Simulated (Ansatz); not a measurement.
**SiBr+ (quintet): wave-function methods side by side, cc-pVDZ**

How much of the correlation energy of SiBr+ (quintet) does each wave-function method recover here?

The runs use Ansatz 0.2.0, Gaussian basis; cc-pVDZ, core rule «outside noble gas», up to 19 orbitals frozen.

Plan: UHF; CCSD(T) on ROHF; CCSD(T) on UHF; BCCD(T) on ROHF; CISD as a restricted active space (open shells left free, so some higher excitations enter); CCSDT(Q) on ROHF; CCSDT(Q) on UHF.

11 further runs of the same task are left out: 2 for a known fault of the program, 3 that didn't finish, 6 set aside as unsound or not needed. Runs told in other sessions of the task aren't counted.

### Step 1. The system

The geometry is a PBE0/def2-TZVP stationary point (not a proven minimum) of the parent state, kept for this charge and spin. No spin-orbit coupling is included. The filled d shell of Br may be among the frozen orbitals whatever the setting's name suggests.

2 atoms, charge 1, spin multiplicity 5.

Atoms are counted from 1 here; the program's logs count them from 0.

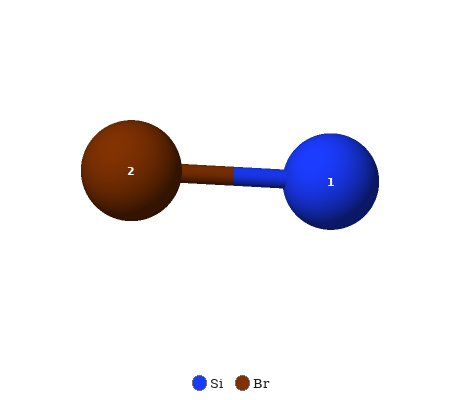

The structure; silicon blue, bromine brown; atoms are numbered from 1 in the order of the file.

Geometry (Å):

```xyz
2
BrSi
Si    0.00000    0.00000    0.00000
Br    0.00000    0.00000    2.14390
```

In the tables R marks a restricted open-shell determinant and U an unrestricted one; energies count from the table's Hartree-Fock row.

### Step 2. UHF

The input, in.yaml:

```yaml
crystal:
  periodic: [false, false, false]
  atoms:
    - {symbol: Si, position_ang: [0.000000, 0.000000, 0.000000]}
    - {symbol: Br, position_ang: [0.000000, 0.000000, 2.143900]}
basis:
  gaussian: {orbitals: cc-pVDZ}
total_charge: 1
magnetization: {spin_polarized: true, initial_magnetization: 4}
hamiltonian: {xc: hf}
output: {orbitals: {seedname: orbitals}}
```

Run with:

```sh
$ ansatz run in.yaml --threads 1 --pin off --events-out ev --progress --plain --max-ram 2393MiB
```

The program printed:

```text
Functional definition: HF
  name "HF"
  cite "Fock, Z. Phys. 61, 126 (1930) doi:10.1007/BF01340294"
  parent pbe
  exchange = exact_x
  correlation = 0
500 factors; integrals over basis functions are off by at most 8.9e-4 eV
mean field evaluation 1: about -77846.1483 eV, gradient 7.7e0 eV
mean field evaluation 2: about -77846.1551 eV, gradient 7.7e0 eV
mean field evaluation 4: about -77847.3771 eV, gradient 1.6e0 eV
mean field evaluation 8: about -77847.4579 eV, gradient 1.8e-2 eV
mean field evaluation 16: about -77847.4579 eV, gradient 3.3e-5 eV
mean field -77847.45792834 eV, -2860.8413119644 hartree, gradient 3.3e-5 eV, S^2 6.007582; 0 other end points of the search recorded, 0 dependent functions left out
reference -77847.45792834 eV, -2860.8413119644 hartree; 26, 22 occupied and 19, 23 virtual orbitals, 500 factors
Total energy: -77847.45792834 eV, -2860.8413119644 hartree
```

It took 0.72 s on 1 thread of Arm Neoverse V1, shared host.

From the report: ⟨S²⟩ of the determinant 6.008 (pure quintet: 6.00).

### Step 3. CCSD(T) on ROHF

The input, in.yaml:

```yaml
crystal:
  periodic: [false, false, false]
  atoms:
    - {symbol: Si, position_ang: [0.000000, 0.000000, 0.000000]}
    - {symbol: Br, position_ang: [0.000000, 0.000000, 2.143900]}
basis:
  gaussian: {orbitals: cc-pVDZ}
total_charge: 1
magnetization: {spin_polarized: false, initial_magnetization: 4}
correlation: {method: ccsd_t, electrons: outside_noble_gas}
```

Launched as before.

The program printed (excerpt; [...] marks lines left out):

```text
Functional definition: HF
  name "HF"
  cite "Fock, Z. Phys. 61, 126 (1930) doi:10.1007/BF01340294"
  parent pbe
[...]
500 factors; integrals over basis functions are off by at most 8.9e-4 eV
[...]
mean field -77847.34095729 eV, -2860.8370133575 hartree, gradient 2.8e-6 eV, S^2 6.000000; 3 other end points of the search recorded, 0 dependent functions left out
determinant -77847.34095729 eV, -2860.8370133575 hartree, with singles and doubles -77851.29519439 eV, -2860.9823288908 hartree
determinant -77844.37867204 eV, -2860.7281513824 hartree, with singles and doubles -77848.31006765 eV, -2860.8726275063 hartree
19 core orbitals not correlated: weight in the atoms' cores, before any rotation towards them, 1.000 or more for the frozen orbitals, at most 0.000 for the correlated occupied ones
reference -77847.34095729 eV, -2860.8370133575 hartree; 7, 3 occupied and 19, 23 virtual orbitals, 500 factors
second order -3.27711100 eV of doubles, -0.07979380 eV of singles
cycle   1  -3.95427033 eV  change   -3.3e-5 eV  update   3.7e-4
[...]
cycle   6  -3.95434949 eV  change   -6.9e-6 eV  update   2.7e-6
perturbative correction -0.08121626 eV, -0.0029846425 hartree
Total energy: -77851.37652304 eV, -2860.9853176634 hartree
```

Wall time 2.2 s (1 thread of Arm Neoverse V1, shared host).

From the report: correlation -4.0356 eV; T1 0.021; largest double amplitude 0.05.

### Step 4. CCSD(T) on UHF

Changes to in.yaml since step 3:

```diff
@@ -8,3 +8,3 @@
 total_charge: 1
-magnetization: {spin_polarized: false, initial_magnetization: 4}
+magnetization: {spin_polarized: true, initial_magnetization: 4}
 correlation: {method: ccsd_t, electrons: outside_noble_gas}
```

Launched as before.

The program printed (excerpt; [...] marks lines left out):

```text
Functional definition: HF
  name "HF"
  cite "Fock, Z. Phys. 61, 126 (1930) doi:10.1007/BF01340294"
  parent pbe
[...]
500 factors; integrals over basis functions are off by at most 8.9e-4 eV
[...]
mean field -77847.45792834 eV, -2860.8413119644 hartree, gradient 2.6e-6 eV, S^2 6.007582; 3 other end points of the search recorded, 0 dependent functions left out
determinant -77847.45792834 eV, -2860.8413119644 hartree, with singles and doubles -77851.30044627 eV, -2860.9825218937 hartree
determinant -77844.55724361 eV, -2860.7347137668 hartree, with singles and doubles -77848.31575113 eV, -2860.8728363705 hartree
19 core orbitals not correlated: weight in the atoms' cores, before any rotation towards them, 1.000 or more for the frozen orbitals, at most 0.000 for the correlated occupied ones
reference -77847.45792834 eV, -2860.8413119644 hartree; 7, 3 occupied and 19, 23 virtual orbitals, 500 factors
second order -3.22943392 eV of doubles, -0.00000000 eV of singles
cycle   1  -3.84254186 eV  change   -2.4e-5 eV  update   3.8e-4
[...]
cycle   6  -3.84262823 eV  change   -8.7e-6 eV  update   3.1e-6
perturbative correction -0.07953574 eV, -0.0029228844 hartree
Total energy: -77851.38009231 eV, -2860.9854488317 hartree
```

Run time: 2.7 s. Hardware: 1 thread of Arm Neoverse V1, shared host.

From the report: ⟨S²⟩ of the determinant 6.008 (pure quintet: 6.00); correlation -3.9222 eV; T1 0.017; largest double amplitude 0.05.

### Step 5. BCCD(T) on ROHF

Changes to in.yaml since step 4:

```diff
@@ -8,3 +8,3 @@
 total_charge: 1
-magnetization: {spin_polarized: true, initial_magnetization: 4}
-correlation: {method: ccsd_t, electrons: outside_noble_gas}
+magnetization: {spin_polarized: false, initial_magnetization: 4}
+correlation: {method: bccd_t, electrons: outside_noble_gas}
```

Same command.

The program printed (excerpt; [...] marks lines left out):

```text
Functional definition: HF
  name "HF"
  cite "Fock, Z. Phys. 61, 126 (1930) doi:10.1007/BF01340294"
  parent pbe
[...]
500 factors; integrals over basis functions are off by at most 8.9e-4 eV
[...]
mean field -77847.34095729 eV, -2860.8370133575 hartree, gradient 2.8e-6 eV, S^2 6.000000; 3 other end points of the search recorded, 0 dependent functions left out
determinant -77847.34095729 eV, -2860.8370133575 hartree, with singles and doubles -77851.29519439 eV, -2860.9823288908 hartree
determinant -77844.37867204 eV, -2860.7281513824 hartree, with singles and doubles -77848.31006765 eV, -2860.8726275063 hartree
19 core orbitals not correlated: weight in the atoms' cores, before any rotation towards them, 1.000 or more for the frozen orbitals, at most 0.000 for the correlated occupied ones
reference -77847.34095729 eV, -2860.8370133575 hartree; 7, 3 occupied and 19, 23 virtual orbitals, 500 factors
second order -3.27711100 eV of doubles, -0.07979380 eV of singles
cycle   1  -3.95363106 eV  change    6.1e-4 eV  update   5.7e-3
[...]
cycle   8  -3.95168201 eV  change   -1.4e-6 eV  update   4.0e-6
perturbative correction -0.08323625 eV, -0.0030588759 hartree
Total energy: -77851.37587555 eV, -2860.9852938688 hartree
```

Wall time 2.6 s (1 thread of Arm Neoverse V1, shared host).

From the report: correlation -4.0349 eV; largest double amplitude 0.05.

### Step 6. CISD as a restricted active space (open shells left free, so some higher excitations enter)

Changes to in.yaml since step 5:

```diff
@@ -9,2 +9,2 @@
 magnetization: {spin_polarized: false, initial_magnetization: 4}
-correlation: {method: bccd_t, electrons: outside_noble_gas}
+correlation: {active_space: {ras: {orbitals: [3, 4, 19], electrons: 10, max_holes: 2, max_particles: 2}, fixed_orbitals: true}}
```

Same command.

The program printed:

```text
Functional definition: HF
  name "HF"
  cite "Fock, Z. Phys. 61, 126 (1930) doi:10.1007/BF01340294"
  parent pbe
  exchange = exact_x
  correlation = 0
500 factors; integrals over basis functions are off by at most 8.9e-4 eV
mean field evaluation 1: about -77846.2961 eV, gradient 7.3e0 eV
mean field evaluation 2: about -77846.3014 eV, gradient 7.3e0 eV
mean field evaluation 4: about -77847.3211 eV, gradient 1.1e0 eV
mean field evaluation 8: about -77847.3410 eV, gradient 4.3e-5 eV
mean field evaluation 16: about -77847.3410 eV, gradient 1.8e-6 eV
mean field -77847.34095729 eV, -2860.8370133575 hartree, gradient 2.8e-6 eV, S^2 6.000000; 2 other end points of the search recorded, 0 dependent functions left out
reference -77847.34095729 eV, -2860.8370133575 hartree; 26, 22 occupied and 19, 23 virtual orbitals, 500 factors
state -77851.12911111 eV, -2860.9762254428 hartree
Total energy: -77851.12911111 eV, -2860.9762254428 hartree
```

Wall time 3.2 s (1 thread of Arm Neoverse V1, shared host).

From the report: 22,146 determinants.

### Step 7. CCSDT(Q) on ROHF

Changes to in.yaml since step 6:

```diff
@@ -9,2 +9,2 @@
 magnetization: {spin_polarized: false, initial_magnetization: 4}
-correlation: {active_space: {ras: {orbitals: [3, 4, 19], electrons: 10, max_holes: 2, max_particles: 2}, fixed_orbitals: true}}
+correlation: {method: ccsdt_q, electrons: outside_noble_gas}
```

Launched as before.

The program printed (excerpt; [...] marks lines left out):

```text
Functional definition: HF
  name "HF"
  cite "Fock, Z. Phys. 61, 126 (1930) doi:10.1007/BF01340294"
  parent pbe
[...]
842 factors; integrals over basis functions are off by at most 1.6e-7 eV
[...]
mean field -77847.34107275 eV, -2860.8370176007 hartree, gradient 9.4e-7 eV, S^2 6.000000; 4 other end points of the search recorded, 0 dependent functions left out
determinant -77847.34107275 eV, -2860.8370176007 hartree, with singles and doubles -77851.29529465 eV, -2860.9823325752 hartree
determinant -77844.37879602 eV, -2860.7281559385 hartree, with singles and doubles -77848.31015650 eV, -2860.8726307715 hartree
19 core orbitals not correlated: weight in the atoms' cores, before any rotation towards them, 1.000 or more for the frozen orbitals, at most 0.000 for the correlated occupied ones
reference -77847.34107275 eV, -2860.8370176007 hartree; 7, 3 occupied and 19, 23 virtual orbitals, 842 factors
second order -3.27709505 eV of doubles, -0.07979410 eV of singles
cycle   1  -3.78755437 eV  change   -4.3e-1 eV  update   5.7e-2
[...]
cycle  15  -4.05222465 eV  change    5.7e-7 eV  update   6.7e-7
perturbative correction -0.00570654 eV, -0.0002097115 hartree
Total energy: -77851.39900395 eV, -2860.9861438215 hartree
```

Wall time 9.5 s (1 thread of Arm Neoverse V1, shared host).

From the report: correlation -4.0579 eV; T1 0.022; largest double amplitude 0.05.

### Step 8. CCSDT(Q) on UHF

Changes to in.yaml since step 7:

```diff
@@ -8,3 +8,3 @@
 total_charge: 1
-magnetization: {spin_polarized: false, initial_magnetization: 4}
+magnetization: {spin_polarized: true, initial_magnetization: 4}
 correlation: {method: ccsdt_q, electrons: outside_noble_gas}
```

Launched as before.

The program printed (excerpt; [...] marks lines left out):

```text
Functional definition: HF
  name "HF"
  cite "Fock, Z. Phys. 61, 126 (1930) doi:10.1007/BF01340294"
  parent pbe
[...]
842 factors; integrals over basis functions are off by at most 1.6e-7 eV
[...]
mean field -77847.45804431 eV, -2860.8413162263 hartree, gradient 6.1e-6 eV, S^2 6.007582; 4 other end points of the search recorded, 0 dependent functions left out
determinant -77847.45804431 eV, -2860.8413162263 hartree, with singles and doubles -77851.30054679 eV, -2860.9825255878 hartree
determinant -77844.55736641 eV, -2860.7347182794 hartree, with singles and doubles -77848.31585233 eV, -2860.8728400896 hartree
19 core orbitals not correlated: weight in the atoms' cores, before any rotation towards them, 1.000 or more for the frozen orbitals, at most 0.000 for the correlated occupied ones
reference -77847.45804431 eV, -2860.8413162263 hartree; 7, 3 occupied and 19, 23 virtual orbitals, 842 factors
second order -3.22941778 eV of doubles, -0.00000000 eV of singles
cycle   1  -3.66612485 eV  change   -4.4e-1 eV  update   5.8e-2
[...]
cycle  15  -3.93886772 eV  change    6.4e-7 eV  update   7.1e-7
perturbative correction -0.00582844 eV, -0.0002141912 hartree
Total energy: -77851.40274047 eV, -2860.9862811363 hartree
```

Run time: 9 s. Hardware: 1 thread of Arm Neoverse V1, shared host.

From the report: ⟨S²⟩ of the determinant 6.008 (pure quintet: 6.00); correlation -3.9447 eV; T1 0.018; largest double amplitude 0.05.

### Step 9. All levels against the top one

The yardstick is UCCSDT(Q), where the cluster series has nearly closed. Rows without a time are mean-field rows or come out of runs for another level: lower rungs of the coupled-cluster runs, or the Hartree-Fock search.

Differences are taken before rounding.

```
   method  energy from the lowest ROHF (kcal/mol)  from UCCSDT(Q) (kcal/mol)   time
      ROHF                                   0.00                     +93.67       
      UHF                                  -2.70                     +90.97       
     RMP2                                 -77.41                     +16.25       
     UMP2                                 -77.17                     +16.50       
     CISD                                 -87.36                      +6.31  3.2 s
    RCCSD                                 -91.19                      +2.48       
    UCCSD                                 -91.31                      +2.36       
 RCCSD(T)                                 -93.06                      +0.60  2.2 s
 UCCSD(T)                                 -93.14                      +0.52  2.7 s
  BCCD(T)                                 -93.05                      +0.62  2.6 s
   RCCSDT                                 -93.45                      +0.22       
   UCCSDT                                 -93.53                      +0.13       
RCCSDT(Q)                                 -93.58                      +0.09  9.5 s
UCCSDT(Q)                                 -93.67                          0    9 s
```

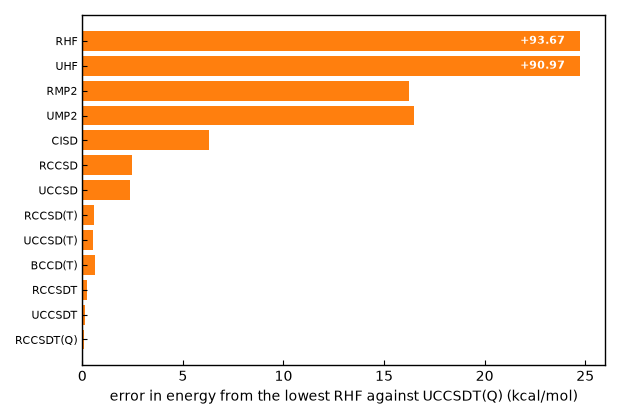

Error of each method against UCCSDT(Q). Bars with a number in them are cut short.

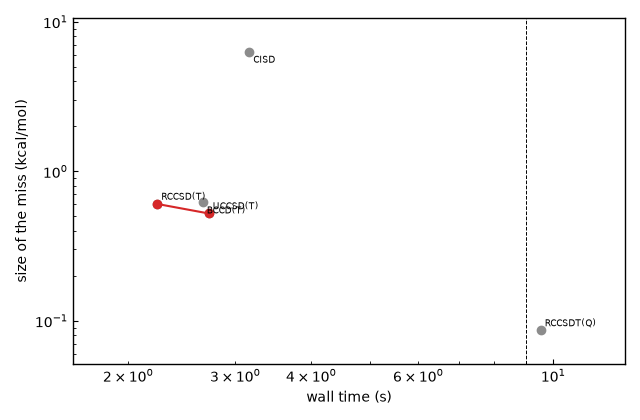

Miss against cost. Red marks the levels that no quicker level drawn beats (of those quicker than the yardstick), and the dashed line is the time of UCCSDT(Q). Times are from a shared host.

### Step 10. Results

| quantity | value |
| --- | --- |
| UCCSDT(Q) from the ROHF energy | -4.0618 eV |
| RMP2 from UCCSDT(Q) | +16.25 kcal/mol |
| UMP2 from UCCSDT(Q) | +16.50 kcal/mol |
| RCCSD from UCCSDT(Q) | +2.48 kcal/mol |
| RCCSD(T) from UCCSDT(Q) | +0.60 kcal/mol |
| UCCSD(T) from UCCSDT(Q) | +0.52 kcal/mol |
| RCCSDT(Q) from UCCSDT(Q) | +0.09 kcal/mol |
| levels within 1 kcal/mol (43 meV) | RCCSD(T), UCCSD(T), BCCD(T), RCCSDT, UCCSDT, RCCSDT(Q) |
| T1 diagnostic | 0.021 |

What this shows: RCCSD(T) lands +0.60 kcal/mol from the yardstick (0.6 % of the correlation energy). These misses are within one basis, not against nature; the frozen cores of restricted and unrestricted runs differ, which can shift their rows.

With open shells the CI space here admits some higher excitations, so it is larger than plain CISD.

UCCSD(T) reaches 0.52 kcal/mol from the reference in 2.7 s, where UCCSDT(Q) took 9 s; the quickest level in the cost chart, RCCSD(T), takes 2.2 s and misses by 0.60 kcal/mol.
